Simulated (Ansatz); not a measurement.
## Molecular dynamics, with input and output: C₂H₆ClFGe (part 3 of 3)

The same run, continued: C₂H₆ClFGe; RKS PBE0-D4/def2-SVP (Ansatz 0.2.0). It belongs to a series of runs on one base structure; here: dynamics from the last frame of an earlier run.

Geometry of the input (Å):
```
Ge 0.0659  0.1134  -0.1828
F  -0.3278  -0.1986  1.4012
C  2.0479  -0.2342  -0.4429
H  2.2092  -1.0058  0.4296
H  2.1187  -0.8065  -1.3775
H  2.6224  0.5931  -0.3930
C  -1.1807  1.7139  -0.6445
H  -1.9331  1.1637  -1.0768
H  -1.5704  2.2250  0.2465
H  -0.5886  2.1869  -1.4068
Cl -0.7884  -1.5678  -1.1538
```

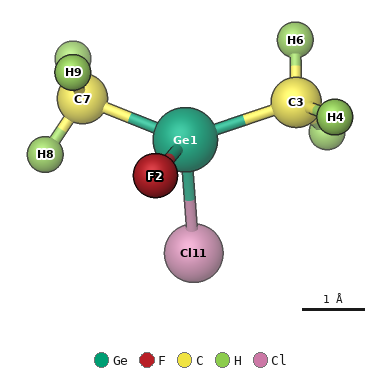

Figure 1. The geometry at step 77 of the log (ball-and-stick view, seen at a tilt; atoms are numbered from 1 in the order of the input).

## Trajectory as extended XYZ, continued
```
11
Properties=species:S:1:pos:R:3:forces:R:3 step=51 time_fs=12.8 energy=-73900.77887 temperature=1138.7
Ge    0.0838    0.1261   -0.1997    0.3083  -1.5285   2.2037
F    -0.4138   -0.1114    1.5111    0.5442   0.0620  -1.0128
C     1.9673   -0.2552   -0.4105    0.6016   0.7340   0.0130
H     2.6506   -0.8075    0.2769   -1.0277   0.2565   0.0462
H     1.8666   -0.7861   -1.3212   -0.0152  -1.6434  -1.1285
H     2.5373    0.5568   -0.8441    0.3052   1.1288   0.4350
C    -1.0718    1.5303   -0.5758   -1.3124   0.6422  -1.4581
H    -2.0473    1.0529   -0.7555    0.0357  -0.2248   0.2949
H    -1.1776    2.1788    0.2475   -0.0912   0.7113   1.8073
H    -1.0212    2.2382   -1.3871    0.8251   0.0992  -1.0164
Cl   -0.7871   -1.5733   -1.2063   -0.1735  -0.2373  -0.1843
11
Properties=species:S:1:pos:R:3:forces:R:3 step=54 time_fs=13.5 energy=-73900.76675 temperature=1122.9
Ge    0.0852    0.1267   -0.1997    0.2303  -1.8010   2.1600
F    -0.4183   -0.1067    1.5180    0.6141   0.0845  -1.1644
C     1.9620   -0.2568   -0.4090    0.7442   1.8484  -1.2474
H     2.6207   -0.7922    0.2790   -0.4530   0.0024   0.4559
H     1.8953   -0.7828   -1.3327   -0.1520  -1.6423  -0.8606
H     2.5270    0.5761   -0.9001   -0.1806   0.2931   1.1245
C    -1.0663    1.5250   -0.5752   -2.1974   0.4962  -1.6498
H    -2.0766    1.0361   -0.7313    0.9324   0.2225   0.4113
H    -1.1390    2.1501    0.2726   -0.1172   0.7719   1.5984
H    -1.0261    2.2273   -1.4025    0.7449  -0.0452  -0.6752
Cl   -0.7874   -1.5742   -1.2099   -0.1659  -0.2306  -0.1527
11
Properties=species:S:1:pos:R:3:forces:R:3 step=56 time_fs=14.0 energy=-73900.72284 temperature=1081.5
Ge    0.0861    0.1270   -0.1996    0.1721  -1.9736   2.1201
F    -0.4213   -0.1035    1.5224    0.6585   0.0964  -1.2545
C     1.9587   -0.2575   -0.4083    0.7066   2.3870  -2.2436
H     2.5992   -0.7820    0.2816   -0.0414  -0.1896   0.7728
H     1.9139   -0.7854   -1.3430   -0.2214  -1.5104  -0.5114
H     2.5198    0.5901   -0.9343   -0.4160  -0.1681   1.5277
C    -1.0631    1.5216   -0.5752   -2.6409   0.6215  -1.5411
H    -2.0936    1.0254   -0.7140    1.3873   0.4549   0.4365
H    -1.1136    2.1332    0.2942   -0.1285   0.6685   1.2273
H    -1.0271    2.2200   -1.4149    0.6864  -0.1584  -0.4016
Cl   -0.7876   -1.5748   -1.2123   -0.1628  -0.2283  -0.1323
11
Properties=species:S:1:pos:R:3:forces:R:3 step=59 time_fs=14.8 energy=-73900.61622 temperature=984.5
Ge    0.0875    0.1273   -0.1993    0.0707  -2.2073   2.0481
F    -0.4256   -0.0987    1.5287    0.7215   0.1089  -1.3740
C     1.9540   -0.2576   -0.4081    0.5737   2.8529  -3.6939
H     2.5672   -0.7677    0.2892    0.5112  -0.4368   1.2122
H     1.9409   -0.7960   -1.3603   -0.3169  -1.1951   0.1391
H     2.5070    0.6100   -0.9783   -0.6261  -0.6779   1.9983
C    -1.0594    1.5168   -0.5757   -3.0493   0.9928  -1.0971
H    -2.1126    1.0117   -0.6861    1.8450   0.7023   0.4109
H    -1.0762    2.1109    0.3316   -0.1659   0.3996   0.4424
H    -1.0256    2.2082   -1.4351    0.5964  -0.3132   0.0163
Cl   -0.7879   -1.5757   -1.2159   -0.1603  -0.2262  -0.1022
11
Properties=species:S:1:pos:R:3:forces:R:3 step=62 time_fs=15.5 energy=-73900.49779 temperature=877.9
Ge    0.0890    0.1275   -0.1989   -0.0524  -2.4004   1.9651
F    -0.4296   -0.0939    1.5346    0.7798   0.1149  -1.4754
C     1.9496   -0.2564   -0.4096    0.5315   2.9084  -4.7611
H     2.5379   -0.7557    0.3032    0.8445  -0.5274   1.4456
H     1.9660   -0.8129   -1.3769   -0.4141  -0.8330   0.7801
H     2.4909    0.6262   -1.0115   -0.6924  -0.9846   2.2982
C    -1.0571    1.5125   -0.5767   -3.1518   1.3951  -0.4767
H    -2.1217    1.0016   -0.6562    2.0508   0.8393   0.3302
H    -1.0398    2.0907    0.3712   -0.2422   0.1279  -0.4168
H    -1.0209    2.1948   -1.4551    0.5059  -0.4159   0.3832
Cl   -0.7883   -1.5766   -1.2194   -0.1595  -0.2244  -0.0724
11
Properties=species:S:1:pos:R:3:forces:R:3 step=64 time_fs=16.0 energy=-73900.43762 temperature=823.2
Ge    0.0899    0.1275   -0.1985   -0.1476  -2.5038   1.9052
F    -0.4322   -0.0907    1.5383    0.8158   0.1154  -1.5336
C     1.9467   -0.2549   -0.4118    0.6187   2.7272  -5.1272
H     2.5208   -0.7492    0.3167    0.8951  -0.4592   1.4116
H     1.9815   -0.8268   -1.3858   -0.4789  -0.6028   1.1388
H     2.4781    0.6342   -1.0268   -0.6736  -1.0904   2.4079
C    -1.0564    1.5099   -0.5775   -3.0616   1.6118  -0.0453
H    -2.1217    0.9974   -0.6353    2.0568   0.8740   0.2563
H    -1.0163    2.0778    0.3966   -0.3108  -0.0044  -0.9377
H    -1.0162    2.1847   -1.4674    0.4456  -0.4453   0.5765
Cl   -0.7885   -1.5773   -1.2218   -0.1594  -0.2225  -0.0525
11
Properties=species:S:1:pos:R:3:forces:R:3 step=67 time_fs=16.8 energy=-73900.40132 temperature=787.9
Ge    0.0913    0.1274   -0.1978   -0.3077  -2.6222   1.8099
F    -0.4358   -0.0859    1.5434    0.8654   0.1117  -1.6077
C     1.9428   -0.2517   -0.4169    0.9082   2.1771  -5.0994
H     2.4992   -0.7415    0.3431    0.7320  -0.1734   1.0549
H     2.0026   -0.8502   -1.3939   -0.5688  -0.3025   1.5297
H     2.4561    0.6413   -1.0389   -0.5656  -1.1118   2.4415
C    -1.0563    1.5067   -0.5787   -2.7032   1.8276   0.5570
H    -2.1125    0.9951   -0.6028    1.8688   0.8403   0.1288
H    -0.9826    2.0584    0.4301   -0.4254  -0.1024  -1.5637
H    -1.0072    2.1676   -1.4831    0.3553  -0.4262   0.7715
Cl   -0.7889   -1.5783   -1.2254   -0.1589  -0.2182  -0.0226
11
Properties=species:S:1:pos:R:3:forces:R:3 step=69 time_fs=17.2 energy=-73900.41445 temperature=796.6
Ge    0.0922    0.1272   -0.1973   -0.4227  -2.6798   1.7437
F    -0.4381   -0.0827    1.5466    0.8953   0.1068  -1.6492
C     1.9403   -0.2489   -0.4216    1.1456   1.6718  -4.7339
H     2.4871   -0.7369    0.3640    0.5186   0.0961   0.6597
H     2.0149   -0.8667   -1.3948   -0.6193  -0.1390   1.6856
H     2.4397    0.6427   -1.0397   -0.4416  -1.0305   2.3736
C    -1.0570    1.5050   -0.5794   -2.3188   1.9070   0.9092
H    -2.1008    0.9960   -0.5809    1.6055   0.7559   0.0408
H    -0.9614    2.0452    0.4479   -0.5003  -0.1013  -1.8606
H    -1.0002    2.1549   -1.4913    0.2957  -0.3730   0.8335
Cl   -0.7892   -1.5790   -1.2278   -0.1580  -0.2140  -0.0025
11
Properties=species:S:1:pos:R:3:forces:R:3 step=72 time_fs=18.0 energy=-73900.47115 temperature=841.4
Ge    0.0936    0.1268   -0.1964   -0.6003  -2.7413   1.6416
F    -0.4413   -0.0778    1.5509    0.9352   0.0968  -1.7006
C     1.9372   -0.2443   -0.4304    1.4314   0.7833  -3.7893
H     2.4710   -0.7295    0.3978    0.1561   0.5207  -0.0345
H     2.0306   -0.8920   -1.3886   -0.6732   0.0480   1.7664
H     2.4133    0.6402   -1.0303   -0.1695  -0.7399   2.1211
C    -1.0589    1.5032   -0.5800   -1.5269   1.9653   1.3463
H    -2.0764    1.0007   -0.5478    0.9901   0.5256  -0.0799
H    -0.9319    2.0250    0.4661   -0.5970  -0.0128  -2.1230
H    -0.9883    2.1344   -1.4999    0.2086  -0.2400   0.8243
Cl   -0.7896   -1.5800   -1.2314   -0.1546  -0.2056   0.0278
11
Properties=species:S:1:pos:R:3:forces:R:3 step=74 time_fs=18.5 energy=-73900.51511 temperature=876.5
Ge    0.0944    0.1263   -0.1957   -0.7180  -2.7701   1.5725
F    -0.4433   -0.0746    1.5536    0.9587   0.0890  -1.7285
C     1.9354   -0.2409   -0.4372    1.5081   0.1312  -2.9669
H     2.4610   -0.7232    0.4205   -0.0614   0.7696  -0.4880
H     2.0390   -0.9087   -1.3792   -0.6906   0.1330   1.7234
H     2.3952    0.6363   -1.0176    0.0763  -0.4126   1.8417
C    -1.0605    1.5025   -0.5802   -0.8666   1.9838   1.5660
H    -2.0570    1.0054   -0.5260    0.4358   0.3004  -0.1423
H    -0.9141    2.0116    0.4720   -0.6447   0.0965  -2.1794
H    -0.9798    2.1199   -1.5032    0.1530  -0.1223   0.7536
Cl   -0.7899   -1.5807   -1.2338   -0.1505  -0.1985   0.0481
11
Properties=species:S:1:pos:R:3:forces:R:3 step=77 time_fs=19.2 energy=-73900.55721 temperature=908.8
Ge    0.0957    0.1255   -0.1947   -0.8876  -2.8006   1.4684
F    -0.4461   -0.0697    1.5571    0.9895   0.0760  -1.7617
C     1.9333   -0.2359   -0.4485    1.3922  -0.9128  -1.5425
H     2.4455   -0.7100    0.4519   -0.3047   1.0449  -1.0627
H     2.0485   -0.9331   -1.3575   -0.6828   0.1985   1.5225
H     2.3686    0.6290   -0.9907    0.5442   0.3036   1.2548
C    -1.0633    1.5022   -0.5797    0.2517   1.9900   1.7604
H    -2.0264    1.0137   -0.4940   -0.5549  -0.1241  -0.1933
H    -0.8903    1.9919    0.4710   -0.6815   0.3273  -2.0880
H    -0.9664    2.0978   -1.5047    0.0749   0.0830   0.5637
Cl   -0.7904   -1.5818   -1.2373   -0.1411  -0.1858   0.0786
11
Properties=species:S:1:pos:R:3:forces:R:3 step=79 time_fs=19.8 energy=-73900.55750 temperature=906.6
Ge    0.0965    0.1249   -0.1939   -0.9943  -2.8142   1.3997
F    -0.4477   -0.0664    1.5592    1.0075   0.0668  -1.7786
C     1.9323   -0.2328   -0.4564    1.1662  -1.6229  -0.5249
H     2.4343   -0.6983    0.4698   -0.4041   1.1534  -1.3472
H     2.0528   -0.9488   -1.3384   -0.6521   0.1979   1.3035
H     2.3524    0.6248   -0.9689    0.9057   0.9127   0.7778
C    -1.0651    1.5025   -0.5790    0.9927   1.9583   1.7813
H    -2.0074    1.0190   -0.4733   -1.2392  -0.4277  -0.1973
H    -0.8764    1.9798    0.4641   -0.6770   0.5234  -1.9065
H    -0.9572    2.0833   -1.5040    0.0270   0.2283   0.3935
Cl   -0.7907   -1.5825   -1.2397   -0.1324  -0.1760   0.0987
11
Properties=species:S:1:pos:R:3:forces:R:3 step=82 time_fs=20.5 energy=-73900.52515 temperature=875.6
Ge    0.0976    0.1238   -0.1926   -1.1436  -2.8243   1.2994
F    -0.4500   -0.0615    1.5618    1.0313   0.0520  -1.7961
C     1.9311   -0.2288   -0.4684    0.6913  -2.5531   0.9517
H     2.4158   -0.6755    0.4905   -0.4642   1.2040  -1.6053
H     2.0563   -0.9715   -1.3042   -0.5650   0.1253   0.8625
H     2.3324    0.6230   -0.9331    1.4376   1.8697   0.0514
C    -1.0674    1.5036   -0.5772    1.8625   1.7711   1.6287
H    -1.9850    1.0247   -0.4432   -2.0781  -0.8019  -0.1808
H    -0.8587    1.9641    0.4455   -0.6166   0.8796  -1.4428
H    -0.9434    2.0627   -1.5014   -0.0393   0.4371   0.1027
Cl   -0.7912   -1.5837   -1.2432   -0.1159  -0.1596   0.1284
11
Properties=species:S:1:pos:R:3:forces:R:3 step=85 time_fs=21.2 energy=-73900.50254 temperature=853.2
Ge    0.0987    0.1224   -0.1913   -1.2813  -2.8180   1.2050
F    -0.4520   -0.0566    1.5640    1.0520   0.0355  -1.8039
C     1.9303   -0.2259   -0.4800    0.2443  -2.9640   2.1181
H     2.3949   -0.6463    0.5026   -0.4297   1.1288  -1.6514
H     2.0568   -0.9934   -1.2655   -0.4312  -0.0328   0.3223
H     2.3201    0.6312   -0.8969    1.7835   2.5095  -0.4804
C    -1.0688    1.5056   -0.5748    2.1611   1.3023   1.2616
H    -1.9735    1.0263   -0.4141   -2.4154  -0.9300  -0.1946
H    -0.8444    1.9532    0.4192   -0.4844   1.3040  -0.7496
H    -0.9298    2.0445   -1.4982   -0.1021   0.6060  -0.1838
Cl   -0.7917   -1.5848   -1.2467   -0.0967  -0.1414   0.1567
11
Properties=species:S:1:pos:R:3:forces:R:3 step=87 time_fs=21.8 energy=-73900.51839 temperature=864.7
Ge    0.0993    0.1214   -0.1903   -1.3680  -2.8007   1.1463
F    -0.4531   -0.0533    1.5651    1.0647   0.0228  -1.8032
C     1.9299   -0.2247   -0.4871    0.0662  -2.7492   2.6023
H     2.3796   -0.6235    0.5057   -0.3593   1.0152  -1.5596
H     2.0559   -1.0081   -1.2386   -0.3220  -0.1747  -0.0596
H     2.3171    0.6440   -0.8741    1.8192   2.5409  -0.6427
C    -1.0692    1.5072   -0.5728    1.9750   0.8148   0.9193
H    -1.9730    1.0246   -0.3953   -2.2882  -0.8341  -0.2502
H    -0.8363    1.9497    0.3992   -0.3590   1.6122  -0.1835
H    -0.9210    2.0341   -1.4965   -0.1455   0.6810  -0.3438
Cl   -0.7921   -1.5856   -1.2490   -0.0832  -0.1283   0.1746
11
Properties=species:S:1:pos:R:3:forces:R:3 step=90 time_fs=22.5 energy=-73900.58057 temperature=914.7
Ge    0.1002    0.1197   -0.1888   -1.4918  -2.7479   1.0645
F    -0.4546   -0.0484    1.5664    1.0827  -0.0005  -1.7926
C     1.9292   -0.2239   -0.4969    0.0279  -1.6559   2.8402
H     2.3553   -0.5849    0.5036   -0.1864   0.7633  -1.2312
H     2.0530   -1.0310   -1.1989   -0.1451  -0.3953  -0.5903
H     2.3207    0.6741   -0.8429    1.5540   1.8961  -0.6281
C    -1.0692    1.5100   -0.5695    1.2449  -0.0753   0.3336
H    -1.9822    1.0185   -0.3683   -1.6632  -0.4610  -0.4087
H    -0.8257    1.9519    0.3689   -0.1410   2.0638   0.7109
H    -0.9086    2.0216   -1.4956   -0.2187   0.7197  -0.4985
Cl   -0.7926   -1.5868   -1.2525   -0.0634  -0.1071   0.2003
11
Properties=species:S:1:pos:R:3:forces:R:3 step=92 time_fs=23.0 energy=-73900.62045 temperature=946.6
Ge    0.1007    0.1184   -0.1878   -1.5704  -2.6908   1.0135
F    -0.4554   -0.0452    1.5670    1.0943  -0.0198  -1.7788
C     1.9287   -0.2238   -0.5027    0.1102  -0.5945   2.7133
H     2.3385   -0.5568    0.4983   -0.0293   0.5529  -0.8857
H     2.0506   -1.0473   -1.1740   -0.0310  -0.5025  -0.8668
H     2.3278    0.7000   -0.8239    1.2252   1.1297  -0.5342
C    -1.0688    1.5118   -0.5672    0.6200  -0.6558  -0.0282
H    -1.9935    1.0129   -0.3516   -1.0857  -0.1269  -0.5439
H    -0.8191    1.9594    0.3506   -0.0068   2.3071   1.2246
H    -0.9009    2.0155   -1.4964   -0.2755   0.6925  -0.5307
Cl   -0.7930   -1.5876   -1.2547   -0.0512  -0.0918   0.2168
11
Properties=species:S:1:pos:R:3:forces:R:3 step=95 time_fs=23.8 energy=-73900.63884 temperature=959.1
Ge    0.1014    0.1164   -0.1862   -1.6818  -2.5692   0.9409
F    -0.4563   -0.0403    1.5674    1.1114  -0.0558  -1.7480
C     1.9281   -0.2238   -0.5104    0.2719   1.0185   2.2012
H     2.3133   -0.5125    0.4869    0.2555   0.2034  -0.2021
H     2.0470   -1.0740   -1.1407    0.1148  -0.5186  -1.0996
H     2.3437    0.7433   -0.7979    0.6617  -0.1604  -0.4138
C    -1.0680    1.5142   -0.5639   -0.2330  -1.2811  -0.3531
H    -2.0148    1.0043   -0.3290   -0.2008   0.3805  -0.7429
H    -0.8093    1.9810    0.3288    0.1078   2.4709   1.6461
H    -0.8907    2.0093   -1.5000   -0.3730   0.5787  -0.4704
Cl   -0.7935   -1.5888   -1.2581   -0.0348  -0.0669   0.2417
11
Properties=species:S:1:pos:R:3:forces:R:3 step=97 time_fs=24.2 energy=-73900.61975 temperature=940.6
Ge    0.1018    0.1150   -0.1850   -1.7508  -2.4649   0.8942
F    -0.4568   -0.0370    1.5675    1.1221  -0.0845  -1.7210
C     1.9278   -0.2236   -0.5150    0.3570   1.8773   1.7142
H     2.2972   -0.4822    0.4784    0.4606  -0.0297   0.3235
H     2.0449   -1.0933   -1.1218    0.1883  -0.4007  -1.1210
H     2.3565    0.7721   -0.7819    0.3124  -0.9371  -0.3887
C    -1.0676    1.5156   -0.5617   -0.6291  -1.4372  -0.3468
H    -2.0299    0.9995   -0.3161    0.3139   0.6737  -0.8512
H    -0.8024    2.0027    0.3191    0.0941   2.3873   1.6071
H    -0.8850    2.0069   -1.5038   -0.4433   0.4647  -0.3689
Cl   -0.7939   -1.5896   -1.2603   -0.0252  -0.0490   0.2585
11
Properties=species:S:1:pos:R:3:forces:R:3 step=100 time_fs=25.0 energy=-73900.55862 temperature=885.0
Ge    0.1023    0.1126   -0.1833   -1.8446  -2.2804   0.8260
F    -0.4572   -0.0322    1.5671    1.1364  -0.1339  -1.6722
C     1.9274   -0.2226   -0.5212    0.4406   2.6598   0.9273
H     2.2753   -0.4372    0.4676    0.7414  -0.3370   1.0880
H     2.0426   -1.1239   -1.0984    0.2627  -0.0371  -0.9845
H     2.3767    0.8105   -0.7596   -0.1110  -1.8292  -0.4368
C    -1.0671    1.5170   -0.5585   -0.9018  -1.2353  -0.0134
H    -2.0508    0.9955   -0.3007    0.9031   1.0063  -0.9593
H    -0.7918    2.0458    0.3115   -0.0662   1.9461   1.0981
H    -0.8785    2.0054   -1.5111   -0.5480   0.2609  -0.1577
Cl   -0.7945   -1.5909   -1.2637   -0.0126  -0.0203   0.2846
```

## Key numbers

| quantity | value |
| --- | --- |
| outcome | finished |
| mean temperature over the second half | 922 K |
| trajectory | 100 steps, 25 fs |
| ensemble | nvt_nose_hoover |
| temperature in the input | 1000.0 K |
| time step | 0.25 fs |
| potential energy (last step) | −73900.5586 eV |
| mean-field energy (last step) | −73900.3498 eV |
| largest force (length of the vector) (last step) | 3.047 eV/Å |
| wall time | 2.7 min (CPU time 5.2 min) |
| peak memory | 0.33 GiB |

## Remarks

So short a trajectory is not equilibrated.
